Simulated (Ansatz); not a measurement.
# C6H16Cl2N2Zr: the cost of one run

Method: one geometry, several basis sets; program: Ansatz 0.2.0, Gaussian basis.

Plan: PBE0-D4/def2-SVP; ωB97M-V/def2-SVP; PBE0-D4/def2-QZVPP; ωB97M-V/def2-QZVPP; the functionals' def2-TZVPP values are taken from earlier runs.

### Step 1. The geometry

All runs share one geometry, relaxed beforehand with PBE0-D4 in a triple-zeta def2 set. Zr takes the def2 core potential; no spin-orbit term is included.

SMILES `CC[N](C)[Zr]([Cl])([Cl])[N](C)CC`, 27 atoms, charge 0, spin multiplicity 1.

Atoms are counted from 1 here; the program's logs count them from 0.

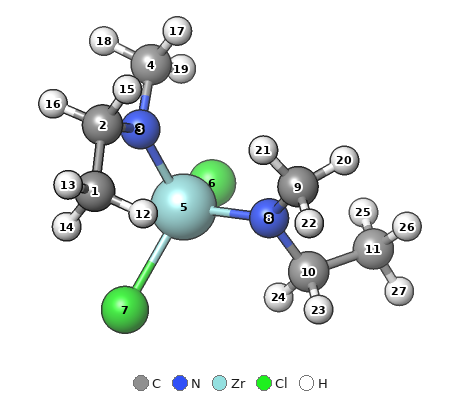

The geometry (carbon grey, nitrogen blue, zirconium light teal, chlorine green, hydrogen white); atoms are numbered from 1 in the order of the file.

### Step 2. PBE0-D4 in def2-SVP

Input file in.yaml:

```yaml
crystal:
  periodic: [false, false, false]
  atoms:
    - {symbol: C, position_ang: [-1.508416, -2.632693, -0.221811]}
    - {symbol: C, position_ang: [-2.344752, -1.504635, 0.344356]}
    - {symbol: N, position_ang: [-1.885626, -0.196163, -0.063486]}
    - {symbol: C, position_ang: [-2.642080, 0.872413, 0.560030]}
    - {symbol: Zr, position_ang: [-0.360760, 0.381306, -1.241569]}
    - {symbol: Cl, position_ang: [-0.551087, 2.650827, -1.957299]}
    - {symbol: Cl, position_ang: [0.102065, -1.055166, -3.085975]}
    - {symbol: N, position_ang: [1.217543, 0.293090, -0.020414]}
    - {symbol: C, position_ang: [1.408793, -0.136917, 1.339712]}
    - {symbol: C, position_ang: [2.425987, 0.730212, -0.701956]}
    - {symbol: C, position_ang: [3.021948, 2.017714, -0.158497]}
    - {symbol: H, position_ang: [-0.456617, -2.531489, 0.064916]}
    - {symbol: H, position_ang: [-1.861624, -3.592281, 0.159806]}
    - {symbol: H, position_ang: [-1.560528, -2.665582, -1.311744]}
    - {symbol: H, position_ang: [-2.333669, -1.555168, 1.444430]}
    - {symbol: H, position_ang: [-3.395824, -1.637773, 0.046618]}
    - {symbol: H, position_ang: [-2.585279, 0.810767, 1.655048]}
    - {symbol: H, position_ang: [-3.701299, 0.835157, 0.273462]}
    - {symbol: H, position_ang: [-2.260956, 1.855192, 0.263685]}
    - {symbol: H, position_ang: [1.740652, 0.679970, 1.991996]}
    - {symbol: H, position_ang: [0.471865, -0.522549, 1.744202]}
    - {symbol: H, position_ang: [2.162140, -0.935169, 1.399807]}
    - {symbol: H, position_ang: [3.171643, -0.078123, -0.680093]}
    - {symbol: H, position_ang: [2.196006, 0.877612, -1.770056]}
    - {symbol: H, position_ang: [2.290945, 2.827558, -0.209509]}
    - {symbol: H, position_ang: [3.342041, 1.904856, 0.879207]}
    - {symbol: H, position_ang: [3.896908, 2.307022, -0.744878]}
basis:
  gaussian: {orbitals: def2-SVP}
hamiltonian: {xc: pbe0, dispersion: d4}
output: {orbitals: {seedname: orbitals}}
```

Launch:

```sh
> ansatz run in.yaml --threads 11 --pin off --events-out ev --progress --plain --max-ram 110592MiB --backend cpu
```

Q: Estimate wall time and peak memory on 11 threads of AMD EPYC 7R13, shared host.

About 3.5 s, with a peak of 1.8 GiB.
